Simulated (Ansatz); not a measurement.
**Run report: WH6ClF, geometry relaxation**

System: WH6ClF.
Method: RKS PBE0-D4/def2-SVP (Ansatz 0.2.0).

The input holds or restrains some coordinates. Forces given for the steps count only the free coordinates. It belongs to a series of runs on one base structure; here: pulled along the bonds that form and break, towards end A. Figures and captions count atoms from 1; the log counts them from 0 in places.

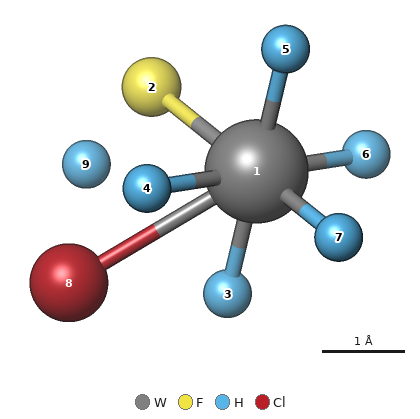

*The starting structure (ball-and-stick view, seen at a tilt; atoms are numbered from 1 in the order of the input). Sticks mark near contacts.*

Bond lengths as drawn: Cl–W 2.69 Å, F–W 2.20 Å and H–W 1.72 Å.

### Summary

- outcome: converged under the restraints of the input
- total energy: −17147.8606 eV
- mean-field energy: −17147.7033 eV
- largest force (length of the vector) at the end, held atoms and coordinates included: 1.288 eV/Å
- hardware: 2 threads of Arm Neoverse V2, 24 GiB of memory available, shared host
- wall time: 32 s (CPU time 62 s)
- peak memory: 0.2 GiB

### Input file
```yaml
crystal:
  periodic: [false, false, false]
  atoms:
    - { symbol: W, position_ang: [0.0, 0.0, 0.0] }
    - { symbol: F, position_ang: [0.0, 0.0, 2.2] }
    - { symbol: H, position_ang: [1.72, 0.0, 0.0] }
    - { symbol: H, position_ang: [0.0, 1.72, 0.0] }
    - { symbol: H, position_ang: [-1.72, 0.0, 0.0] }
    - { symbol: H, position_ang: [0.0, -1.72, 0.0] }
    - { symbol: H, position_ang: [0.0, 0.0, -1.72] }
    - { symbol: Cl, position_ang: [1.7678, 1.8416, 0.8482] }
    - { symbol: H, position_ang: [0.8742, 0.9107, 2.0396] }
basis:
  gaussian: { orbitals: def2-SVP }
hamiltonian:
  xc: pbe0
  dispersion: d4
relax:
  f_tol: 0.15
  max_steps: 25
  restrain:
    - { distance: [0, 7], at: 3.59, k: 30.0 }
    - { distance: [8, 1], at: 2.12, k: 30.0 }
    - { distance: [0, 1], at: 1.85, k: 30.0 }
    - { distance: [8, 7], at: 1.37, k: 30.0 }
output:
  orbitals: {}
```

Run as:
```bash
ansatz run input.yaml --threads 2 --pin off --max-ram 3072MiB --backend cpu --events-out ev --progress --plain --runs-dir out
```

### Log
```
The last accepted step is kept in [file] (removed where the run ends without a failure and the disk answers)
Engine: ansatz 0.2.0, aarch64-unknown-linux-gnu
Functional definition: PBE0
  parameter a = 0.25
  parameter kappa = 0.804
  parameter beta = 0.06672455060314922
  exchange = (1 - a)*pbe_x(kappa = kappa, mu = beta*pi^2/3) + a*exact_x
  correlation = pbe_c(beta = beta)
1001 factors; integrals over basis functions are off by at most 3.6e-4 eV
mean field evaluation 1: about -17139.0587 eV, gradient 3.2e1 eV
mean field evaluation 2: about -17132.2129 eV, gradient 6.7e1 eV
mean field evaluation 4: about -17141.4622 eV, gradient 6.7e0 eV
mean field evaluation 8: about -17141.6452 eV, gradient 4.9e-1 eV
mean field evaluation 16: about -17141.6520 eV, gradient 2.1e-2 eV
mean field evaluation 32: about -17141.6520 eV, gradient 2.9e-5 eV
mean field -17141.65204120 eV, -629.9440934849 hartree, gradient 1.9e-5 eV, S^2 0.000000; 6 other end points of the search recorded, 0 dependent functions left out
the calculation of the forces begins
reference -17141.65208609 eV, -629.9440951348 hartree; 23, 23 occupied and 71, 71 virtual orbitals, 1001 factors
relax step   1: F+E_penalty+E_count = -17141.81597780 eV  Δ(F+E_penalty+E_count) = +0.000e0 eV  max|allowed force component| = 5.521e0 eV/Å  E_restraint = 26.99908933 eV  max|allowed force component, restraints' pulls added| = 2.322e1 eV/Å  Δτ_max = 0.0000 Å  (127 SCF iters, accepted)
  distance W 0 - Cl 7 = 2.6900 Å
  distance H 8 - F 1 = 1.2725 Å
  distance W 0 - F 1 = 2.2000 Å
  distance H 8 - Cl 7 = 1.7563 Å
these checks for a lower state are left out or cut short: starts, cluster_reference, orbital_swaps, neighbouring_geometries, increment
1001 factors; integrals over basis functions are off by at most 5.1e-4 eV
mean field evaluation 64: about -17141.6267 eV, gradient 1.9e-5 eV
mean field -17141.62674518 eV, -629.9431638734 hartree, gradient 1.9e-5 eV, S^2 0.000000; 0 other end points of the search recorded, 0 dependent functions left out
[... from here on the field's lines of each further geometry are left out, up to the last ...]
relax step   2: F+E_penalty+E_count = -17141.78853719 eV  Δ(F+E_penalty+E_count) = +2.744e-2 eV  max|allowed force component| = 7.933e0 eV/Å  E_restraint = 12.24619215 eV  max|allowed force component, restraints' pulls added| = 1.747e1 eV/Å  Δτ_max = 0.1944 Å  (62 SCF iters, accepted)
relax step   3: F+E_penalty+E_count = -17143.05713413 eV  Δ(F+E_penalty+E_count) = -1.269e0 eV  max|allowed force component| = 4.834e0 eV/Å  E_restraint = 3.96551198 eV  max|allowed force component, restraints' pulls added| = 9.009e0 eV/Å  Δτ_max = 0.1949 Å  (62 SCF iters, accepted)
relax step   4: F+E_penalty+E_count = -17144.81850025 eV  Δ(F+E_penalty+E_count) = -1.761e0 eV  max|allowed force component| = 2.461e0 eV/Å  E_restraint = 0.26401741 eV  max|allowed force component, restraints' pulls added| = 2.920e0 eV/Å  Δτ_max = 0.1949 Å  (50 SCF iters, accepted)
relax step   5: F+E_penalty+E_count = -17146.43760135 eV  Δ(F+E_penalty+E_count) = -1.619e0 eV  max|allowed force component| = 2.038e0 eV/Å  E_restraint = 0.05199587 eV  max|allowed force component, restraints' pulls added| = 2.038e0 eV/Å  Δτ_max = 0.1947 Å  (41 SCF iters, accepted)
relax step   6: F+E_penalty+E_count = -17147.44139453 eV  Δ(F+E_penalty+E_count) = -1.004e0 eV  max|allowed force component| = 1.596e0 eV/Å  E_restraint = 0.05852876 eV  max|allowed force component, restraints' pulls added| = 9.225e-1 eV/Å  Δτ_max = 0.1947 Å  (40 SCF iters, accepted)
relax step   7: F+E_penalty+E_count = -17147.77303362 eV  Δ(F+E_penalty+E_count) = -3.316e-1 eV  max|allowed force component| = 1.707e0 eV/Å  E_restraint = 0.05889516 eV  max|allowed force component, restraints' pulls added| = 1.087e0 eV/Å  Δτ_max = 0.1949 Å  (37 SCF iters, accepted)
relax step   8: F+E_penalty+E_count = -17147.81906894 eV  Δ(F+E_penalty+E_count) = -4.604e-2 eV  max|allowed force component| = 1.614e0 eV/Å  E_restraint = 0.03942248 eV  max|allowed force component, restraints' pulls added| = 1.153e0 eV/Å  Δτ_max = 0.1948 Å  (34 SCF iters, accepted)
relax step   9: F+E_penalty+E_count = -17147.85705698 eV  Δ(F+E_penalty+E_count) = -3.799e-2 eV  max|allowed force component| = 1.237e0 eV/Å  E_restraint = 0.04245442 eV  max|allowed force component, restraints' pulls added| = 2.404e-1 eV/Å  Δτ_max = 0.0820 Å  (34 SCF iters, accepted)
the calculation of the forces begins
reference -17147.70326952 eV, -630.1664720241 hartree; 23, 23 occupied and 71, 71 virtual orbitals, 1001 factors
relax step  10: F+E_penalty+E_count = -17147.86052141 eV  Δ(F+E_penalty+E_count) = -3.464e-3 eV  max|allowed force component| = 1.149e0 eV/Å  E_restraint = 0.04259983 eV  max|allowed force component, restraints' pulls added| = 4.327e-2 eV/Å  Δτ_max = 0.0357 Å  (34 SCF iters, accepted)
```

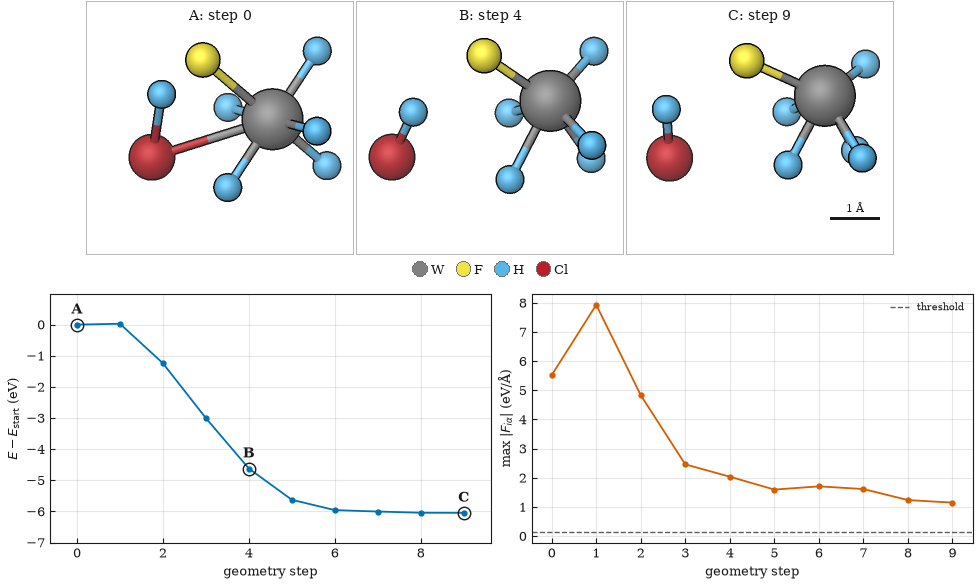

*Frames of the restrained relaxation (ball-and-stick view, seen at a tilt) above the curves, on which the letters mark them (the first geometry is step 0 here and step 1 in the log).*

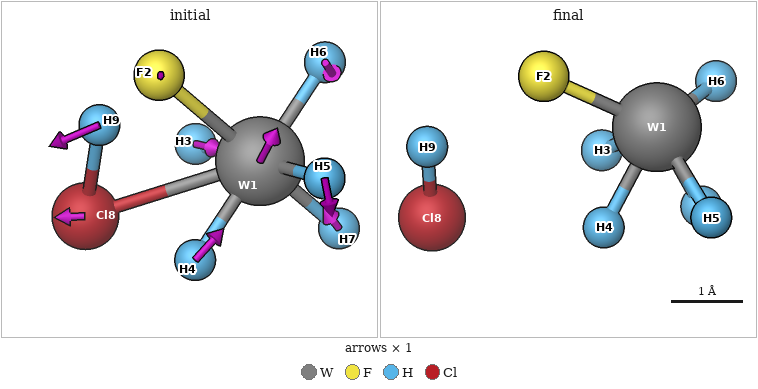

*Before (left) and after (right) the restrained relaxation, at one scale (ball-and-stick view, seen at a tilt). The pink arrows give the displacements, at true length.*

The largest move after the best rigid fit is that of H9, 0.84 Å. Largest moves by element: H 0.84 Å, W 0.70 Å, Cl 0.46 Å, F 0.10 Å. Distances before and after: W1–Cl8 2.690 → 3.613 Å, Cl8–H9 1.756 → 1.330 Å, W1–F2 2.200 → 1.876 Å, W1–H4 1.720 → 1.633 Å. New bonds form: Cl8–H9 (1.76 → 1.33 Å). Bonds break: W1–Cl8 (2.69 → 3.61 Å). Among the angles that change: H3–W1–H5 180.0° → 117.4°, F2–W1–H7 180.0° → 143.0°, F2–W1–H6 90.0° → 122.8°. The energy falls by 6.045 eV in 9 geometry steps. The largest force component goes from 5.5 to 1.1 eV/Å. (Atoms are counted from 1 in the order of the input.)

```
  distance W 0 - Cl 7 = 3.6128 Å
  distance H 8 - F 1 = 2.1151 Å
  distance W 0 - F 1 = 1.8763 Å
  distance H 8 - Cl 7 = 1.3299 Å
1001 factors; integrals over basis functions are off by at most 8.1e-4 eV
mean field -17147.70322887 eV, -630.1664705304 hartree, gradient 1.7e-5 eV, S^2 0.000000; 1 other end points of the search recorded, 0 dependent functions left out
the calculation of the forces begins
reference -17147.70326952 eV, -630.1664720241 hartree; 23, 23 occupied and 71, 71 virtual orbitals, 1001 factors
Total energy: -17147.86056205 eV, -630.1722524181 hartree
Atom 0 at    -0.433945    -0.442533     0.336536 Å, force    -0.611241    -0.657284    -0.924095 eV/Å
Atom 1 at     0.006189    -0.031359     2.113503 Å, force     0.299094     0.293722     0.783270 eV/Å
Atom 2 at     1.100638    -0.040806    -0.062222 Å, force    -0.024434     0.000952     0.011440 eV/Å
Atom 3 at    -0.042608     1.083777    -0.090771 Å, force     0.011237    -0.013102     0.008931 eV/Å
Atom 4 at    -1.685263     0.352114    -0.481073 Å, force    -0.007850    -0.002681    -0.015817 eV/Å
Atom 5 at     0.301359    -1.705487    -0.521370 Å, force    -0.008408    -0.003654     0.001348 eV/Å
Atom 6 at    -0.050250    -0.084250    -1.256247 Å, force    -0.017338     0.001941    -0.016782 eV/Å
Atom 7 at     1.991172     2.113032     1.136829 Å, force    -0.037009    -0.072258     1.148836 eV/Å
Atom 8 at     1.454709     1.507811     2.192614 Å, force     0.395950     0.452363    -0.997132 eV/Å
Dipole moment:    -0.440542    -0.439454     0.314293 e Å
```

### Trajectory as extended XYZ (Å, eV, eV/Å), 10 frames, from step=1 to step=10
```
9
Properties=species:S:1:pos:R:3:forces:R:3 step=1 energy=-17141.81598
W     0.0000    0.0000    0.0000    3.0549   2.8979   5.5214
F     0.0000    0.0000    2.2000    1.8958   1.9841  -1.1967
H     1.7200    0.0000    0.0000    1.4890  -2.5006  -1.6748
H     0.0000    1.7200    0.0000   -2.5311   1.5143  -1.7973
H    -1.7200    0.0000    0.0000   -1.0742  -0.8916  -1.0525
H     0.0000   -1.7200    0.0000   -0.9343  -1.0044  -1.1618
H     0.0000    0.0000   -1.7200    0.1366   0.1230   0.3344
Cl    1.7678    1.8416    0.8482   -0.9882  -1.0049   1.2660
H     0.8742    0.9107    2.0396   -1.0485  -1.1178  -0.2386
9
Properties=species:S:1:pos:R:3:forces:R:3 step=2 energy=-17141.78854
W    -0.0912   -0.0979    0.0607    4.1315   3.7730   7.9325
F    -0.0696   -0.0724    2.1309    0.6514   0.6857  -1.3458
H     1.7287   -0.0298   -0.0190    0.1251  -1.2907  -2.0988
H    -0.0287    1.7287   -0.0197   -1.4743   0.1363  -2.1318
H    -1.7416   -0.0126   -0.0130   -2.1002  -0.0372  -2.0600
H    -0.0130   -1.7415   -0.0144   -0.2906  -2.1952  -2.1065
H     0.0009    0.0006   -1.7101   -0.0969  -0.1109   1.0472
Cl    1.8642    1.9437    0.9827   -2.0028  -2.0466   2.0641
H     0.9924    1.0335    1.9698    1.0569   1.0857  -1.3010
9
Properties=species:S:1:pos:R:3:forces:R:3 step=3 energy=-17143.05713
W    -0.1546   -0.1726    0.1610    2.2103   2.1316   4.8338
F    -0.1555   -0.1620    2.0898    0.0752   0.0987  -0.0754
H     1.7206   -0.0357   -0.0523   -1.4908  -0.0425  -1.5935
H    -0.0392    1.7203   -0.0528   -0.2728  -1.5476  -1.7042
H    -1.7747   -0.0041   -0.0511   -1.5982   1.1893  -2.0140
H    -0.0102   -1.7782   -0.0525    0.9157  -1.9698  -2.2196
H    -0.0031   -0.0036   -1.6854   -0.3960  -0.4452   1.6163
Cl    1.9342    2.0173    1.0816   -1.3289  -1.3764   2.5003
H     1.1244    1.1710    1.9293    1.8854   1.9619  -1.3436
9
Properties=species:S:1:pos:R:3:forces:R:3 step=4 energy=-17144.81850
W    -0.2575   -0.2863    0.2527    0.6410   1.0727  -0.4404
F    -0.2078   -0.2163    2.0974    0.4910   0.4890   1.3605
H     1.6206    0.0043   -0.1000   -2.4018   0.0861  -0.3827
H    -0.0101    1.6168   -0.1075    0.0293  -2.4608  -0.4459
H    -1.8224    0.0826   -0.1292   -0.6088   1.2831  -1.1567
H     0.0639   -1.8412   -0.1424    1.2565  -0.9900  -1.4018
H    -0.0281   -0.0317   -1.6195   -0.1163  -0.2196   1.7175
Cl    2.0356    2.1244    1.2089   -0.3396  -0.3618   1.2518
H     1.2477    1.2998    1.9074    1.0486   1.1012  -0.5024
9
Properties=species:S:1:pos:R:3:forces:R:3 step=5 energy=-17146.43760
W    -0.3120   -0.3295    0.2790    0.1898   0.3016  -0.5632
F    -0.1703   -0.1816    2.1333    0.5914   0.5603   0.7840
H     1.4327    0.0066   -0.1258   -1.9863   0.0347  -0.0930
H    -0.0087    1.4242   -0.1363   -0.0021  -2.0379  -0.1393
H    -1.8330    0.1913   -0.2158    0.0373   0.8112  -0.8256
H     0.1709   -1.8516   -0.2434    0.7748  -0.0331  -0.9116
H    -0.0180   -0.0328   -1.4976   -0.0524  -0.1041   1.2698
Cl    2.0848    2.1754    1.2599   -0.2070  -0.2168   0.7262
H     1.2956    1.3503    1.9142    0.6544   0.6842  -0.2474
9
Properties=species:S:1:pos:R:3:forces:R:3 step=6 energy=-17147.44140
W    -0.3333   -0.3468    0.3420   -0.9359  -0.9169  -1.5959
F    -0.1185   -0.1379    2.1828    0.6582   0.6279   1.1715
H     1.2485    0.0102   -0.1556   -0.8244   0.0917   0.0347
H    -0.0109    1.2332   -0.1741    0.0751  -0.8099  -0.0116
H    -1.7828    0.2698   -0.3268    0.4669   0.2772  -0.2862
H     0.2432   -1.7996   -0.3572    0.2593   0.4546  -0.3200
H    -0.0166   -0.0352   -1.3547   -0.0319  -0.0741   0.6377
Cl    2.0913    2.1826    1.2518   -0.3247  -0.3365   0.7330
H     1.3212    1.3761    1.9596    0.6574   0.6860  -0.3631
9
Properties=species:S:1:pos:R:3:forces:R:3 step=7 energy=-17147.77303
W    -0.4011   -0.4111    0.3694   -0.4395  -0.4654  -1.7066
F    -0.0624   -0.0937    2.1996    0.4525   0.4455   0.4898
H     1.1068    0.0246   -0.1443   -0.1228  -0.1561   0.2742
H    -0.0029    1.0929   -0.1751   -0.1548  -0.1004   0.2390
H    -1.7152    0.3372   -0.4319    0.2565  -0.1166   0.0812
H     0.3016   -1.7289   -0.4694   -0.1217   0.2549   0.0861
H    -0.0357   -0.0689   -1.2703   -0.1396  -0.1442   0.3061
Cl    2.0532    2.1465    1.1686   -0.4817  -0.5069   1.3383
H     1.3977    1.4538    2.1211    0.7511   0.7890  -1.1080
9
Properties=species:S:1:pos:R:3:forces:R:3 step=8 energy=-17147.81907
W    -0.4133   -0.4245    0.3448   -0.6763  -0.6630  -1.1857
F     0.0129   -0.0205    2.1348    0.3263   0.3186   0.6021
H     1.1014   -0.0184   -0.1300   -0.0133  -0.0085   0.0708
H    -0.0508    1.0844   -0.1742    0.0064  -0.0130   0.0730
H    -1.6972    0.3340   -0.4776    0.1191  -0.0837   0.0961
H     0.2876   -1.7173   -0.5166   -0.0722   0.1155   0.0991
H    -0.0929   -0.1348   -1.2901    0.0080   0.0120   0.1228
Cl    2.0169    2.1231    1.1934   -0.3244  -0.3744   1.6144
H     1.4774    1.5264    2.2833    0.6264   0.6966  -1.4926
9
Properties=species:S:1:pos:R:3:forces:R:3 step=9 energy=-17147.85706
W    -0.4325   -0.4408    0.3395   -0.7084  -0.6867  -0.9456
F     0.0044   -0.0237    2.1176    0.3012   0.2803   0.7519
H     1.1002   -0.0331   -0.0540    0.0164  -0.0100  -0.0257
H    -0.0415    1.0815   -0.0981    0.0005   0.0088  -0.0040
H    -1.6816    0.3421   -0.4974    0.0173  -0.0024   0.0397
H     0.2866   -1.7068   -0.5318    0.0093   0.0151   0.0458
H    -0.0582   -0.0969   -1.2583    0.0211   0.0162  -0.0080
Cl    1.9791    2.1329    1.1431   -0.0427  -0.1578   1.2366
H     1.4855    1.4971    2.2072    0.3854   0.5364  -1.0907
9
Properties=species:S:1:pos:R:3:forces:R:3 step=10 energy=-17147.86052
W    -0.4339   -0.4425    0.3365   -0.6112  -0.6573  -0.9241
F     0.0062   -0.0314    2.1135    0.2991   0.2937   0.7833
H     1.1006   -0.0408   -0.0622   -0.0244   0.0010   0.0114
H    -0.0426    1.0838   -0.0908    0.0112  -0.0131   0.0089
H    -1.6853    0.3521   -0.4811   -0.0078  -0.0027  -0.0158
H     0.3014   -1.7055   -0.5214   -0.0084  -0.0037   0.0013
H    -0.0503   -0.0843   -1.2562   -0.0173   0.0019  -0.0168
Cl    1.9912    2.1130    1.1368   -0.0370  -0.0723   1.1488
H     1.4547    1.5078    2.1926    0.3960   0.4524  -0.9971
```

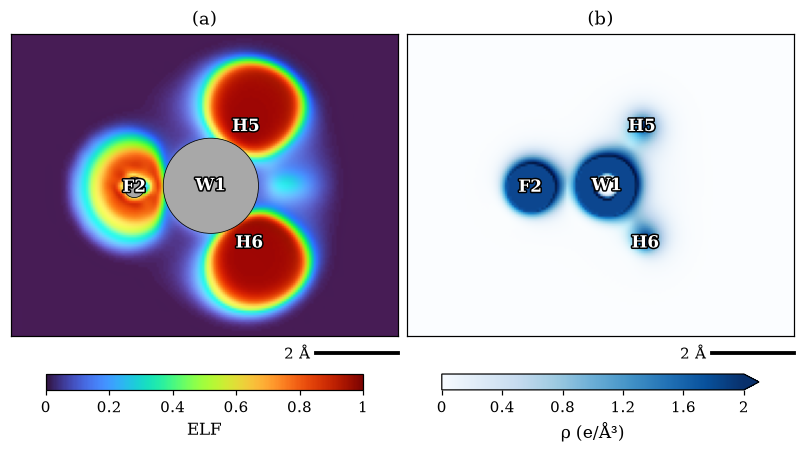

*(a) ELF; (b) total electron density on the plane of atoms F2, W1 and H6. Grey discs, where drawn, cover atomic cores.*

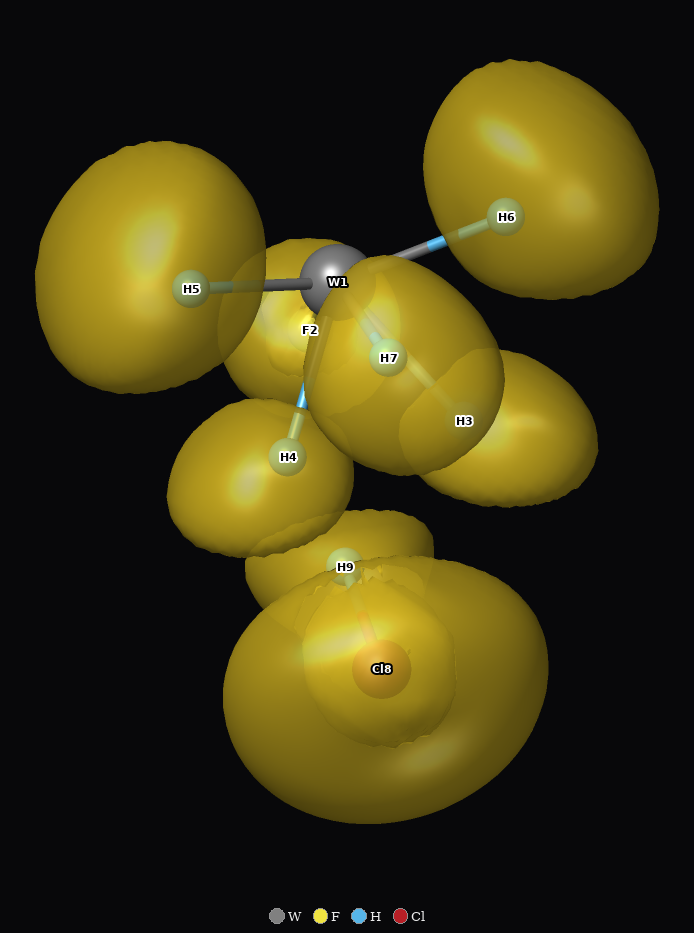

*Isosurface of the ELF at 0.75 (yellow), seen at an oblique angle. Only the valence region is drawn (cores and ρ < 0.01 e/Å³ removed).*

Along the contacts the grid gives the following. W1···Cl8 (3.61 Å): the ELF is only about 0.05 between them; a non-bonded, intermolecular contact. W–F (1.88 Å): the ELF peaks at about 0.85 in the valence shell of F, 0.5 Å from its nucleus, and drops to about 0.25 between the two atoms.

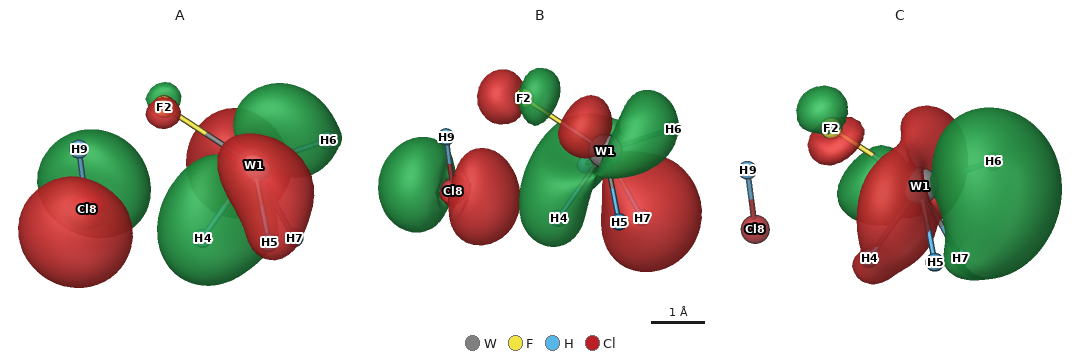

*Three frontier orbitals at ±0.1 Å⁻³ᐟ² (green and red are the two phases).*

A is the HOMO−1 (−8.51 eV). By Hirshfeld shares it lies mainly on W1 (40 %), Cl8 (35 %), H3 (10 %) and H4 (10 %). B is the HOMO (−7.88 eV). By Hirshfeld shares it lies mainly on W1 (40 %), Cl8 (20 %) and H7 (20 %). C is the LUMO (−2.92 eV). Its weight (Hirshfeld) is mainly on W1 (75 %). The HOMO–LUMO gap is 4.96 eV between the orbital energies.
